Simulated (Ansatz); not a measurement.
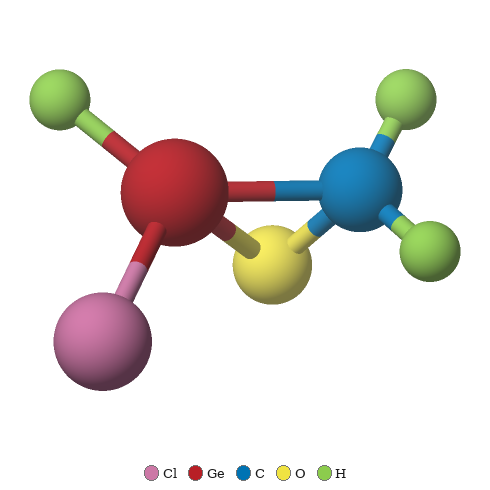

Rendered structure (ball-and-stick style). Every bond is drawn as one stick, whatever its order.

Computed geometry: PBE0-D4/def2-TZVP optimisation.

**What is the molecular formula?**

CH3ClGeO, 7 atoms: 1 carbon, 3 hydrogen, 1 chlorine, 1 germanium and 1 oxygen.

**Count the bonded pairs by element.**

2 C–H, 1 Cl–Ge, 1 C–Ge, 1 C–O, 1 Ge–O, 1 Ge–H.

More results for the same structure follow; atom numbers are the same in all pictures, views and colours differ.

Symmetry

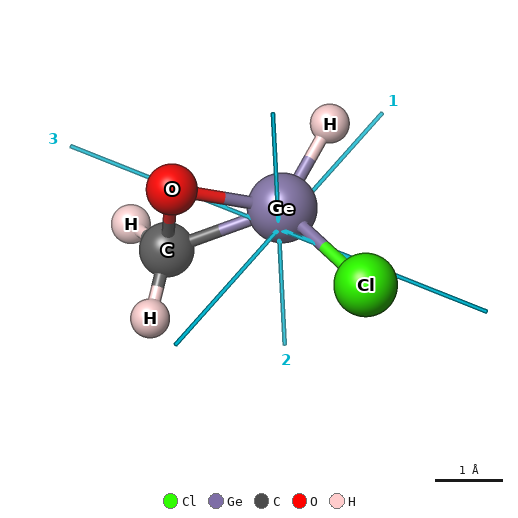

The three principal axes of inertia are drawn and numbered. Depth is shown by fading: the farther an atom, the more it takes the colour of the background. Masses are those of the most abundant isotopes; constants are for the rigid equilibrium geometry.

**Which line is the a axis (least moment of inertia), which b and which c?**

a is line 3, b is line 1, c is line 2; the moments are 53.3, 203, 222 u Å².

**What kind of rotor is it, and what are its rotational constants in MHz?**

An asymmetric top (C1): A = 9475, B = 2493, C = 2278 MHz. Ray's parameter κ is −0.94, close to the prolate limit.

Dipole moment

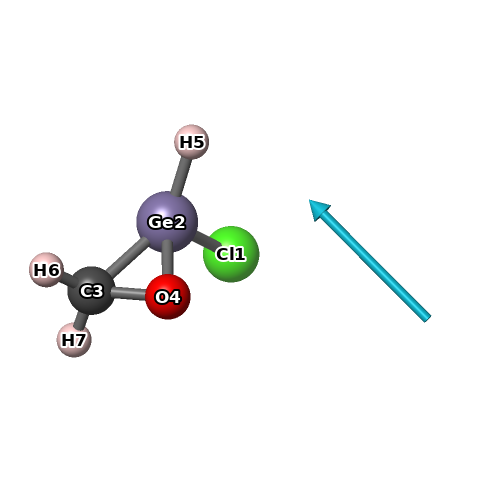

The arrow beside the molecule shows the direction of the dipole moment, from the negative to the positive end (its length means nothing). Level of theory: RKS B3LYP-D4/def2-TZVPP (Ansatz 0.2.0).

**How large is the dipole moment?**

2.38 D; it points from the side of Cl1, O4 to the side of H5, H6 (the outermost atoms at the two ends).

Charges

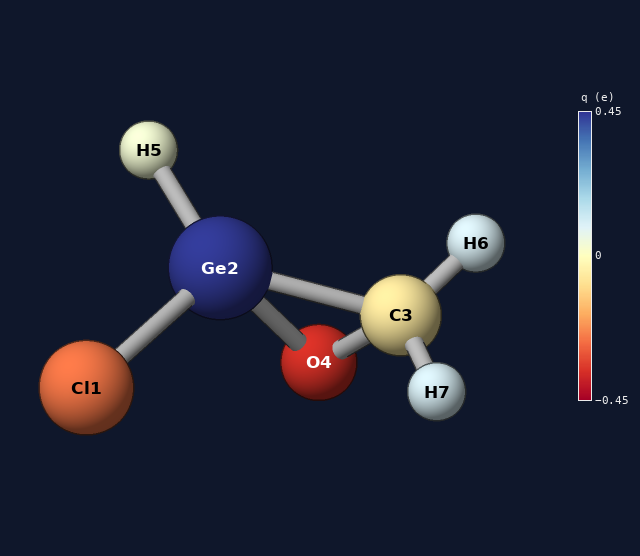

Atoms are coloured by their Mulliken charges. Properties computed with RKS PBE-D4/def2-TZVPP (Ansatz 0.2.0).

**Which atom carries the highest charge (most positive or least negative)?**

Ge2 (0.44 e).

**And the lowest?**

O4 (−0.36 e).

Give the Mulliken charges atom by atom.

```csv
atom,value (e)
Cl1,−0.26
Ge2,0.44
C3,−0.06
O4,−0.36
H5,0.03
H6,0.10
H7,0.10
```

Vibrations

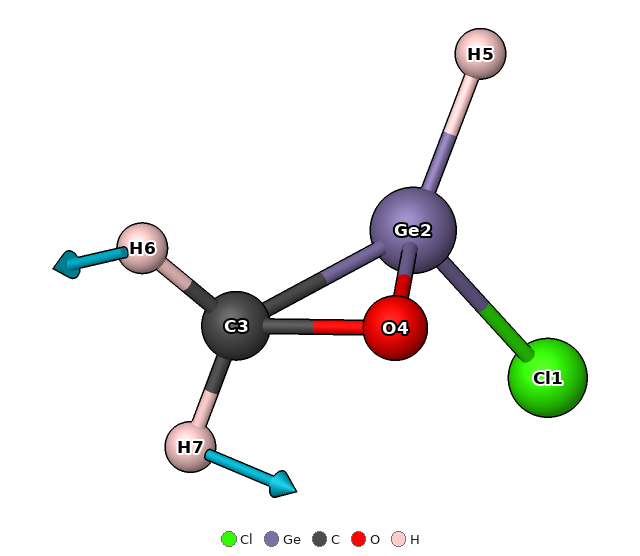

The arrows show one normal mode. Harmonic vibrations computed with RKS PBE0-D4/def2-TZVP (Ansatz 0.2.0) at a stationary point of the same level.

**What kind of motion is it?**

Mostly H–C–O bending.

**At what wavenumber does it lie?**

1122 cm⁻¹; it is mode 10 of 15 counted from the lowest.

Thermal motion

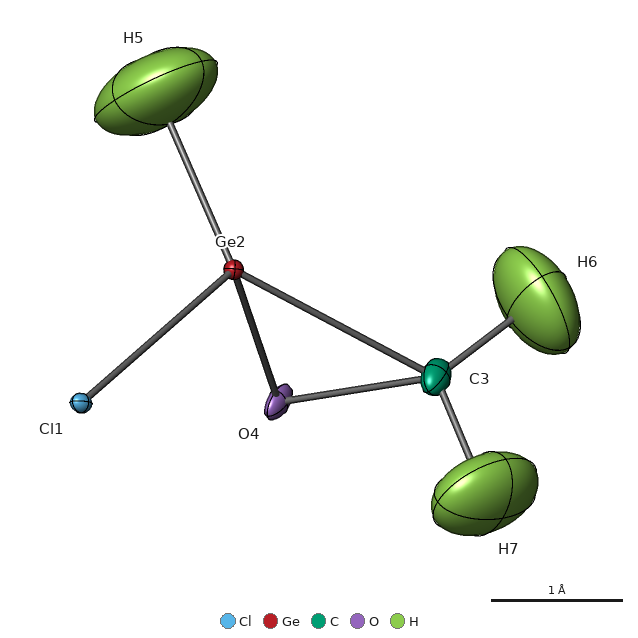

Displacement ellipsoids at the 50 % level, enlarged 2 times, from the internal vibrations of the free molecule (harmonic, no overall translation or rotation; no half-axis is drawn under 0.075 Å). Vibrations computed with RKS PBE0-D4/def2-TZVP (Ansatz 0.2.0). Temperature: 0 K (zero-point motion alone).

List U_eq and the three principal root-mean-square amplitudes for each kind of atom.

```tsv
atom	U_eq (Å²)	rms amplitudes (Å)
Cl1	0.00062	0.017, 0.022, 0.033
Ge2	0.00028	0.013, 0.014, 0.022
C3	0.0021	0.034, 0.039, 0.060
O4	0.0017	0.025, 0.036, 0.057
H5	0.0208	0.088, 0.152, 0.178
H6	0.0161	0.086, 0.137, 0.149
H7	0.0156	0.083, 0.124, 0.156
```

Mulliken values depend strongly on the basis set and can even reverse the polarity of a bond.
